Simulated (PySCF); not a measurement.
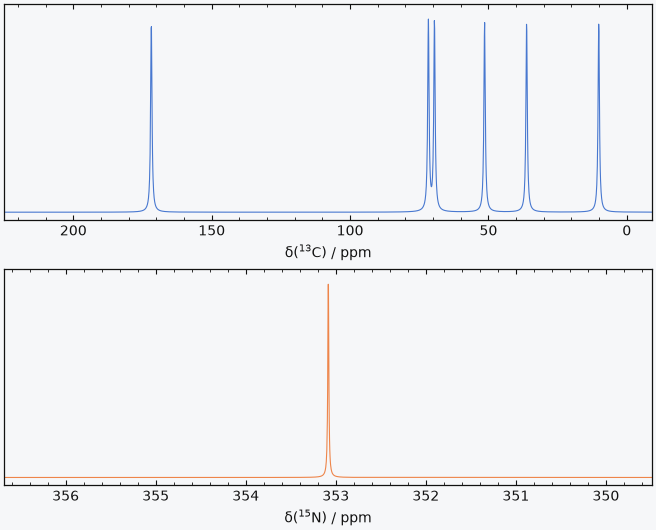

GIAO shifts, PBE0/pcSseg-1 (IEF-PCM acetonitrile), PySCF, at a PBE0-D3(BJ)/def2-SVP geometry (no frequency check), against TMS for ¹³C and NH₃ for ¹⁵N computed at the same level (¹⁵N: a single molecule, while the usual scales start at liquid NH₃ or nitromethane; multiply bonded nitrogen can come out tens of ppm too deshielded). fully decoupled, line heights follow the number of nuclei, widths are arbitrary (no quadrupolar broadening); values of one conformer, averaged over methyl-type rotors and exact or near symmetry; other conformers aren't averaged in.

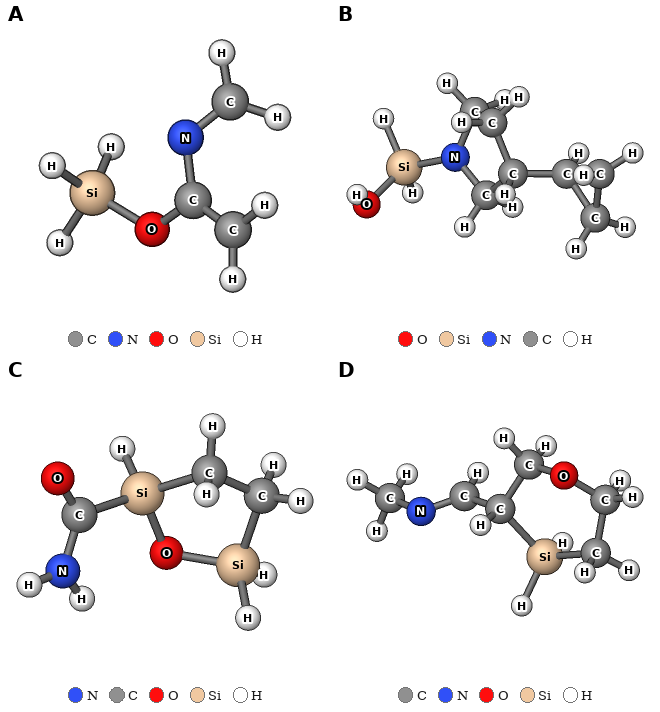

### Which structure fits the spectrum? Choose among the lettered structures.

Structure D, C₆H₁₃NOSi, SMILES C/N=C/[C@@H]1COCC[SiH2]1. Its ¹³C signals: 171.8 (1 C), 71.7 (1 C), 69.5 (1 C), 51.4 (1 C), 36.2 (1 C), 10.1 (1 C) ppm. Its ¹⁵N signals: 353.1 (1 N) ppm.
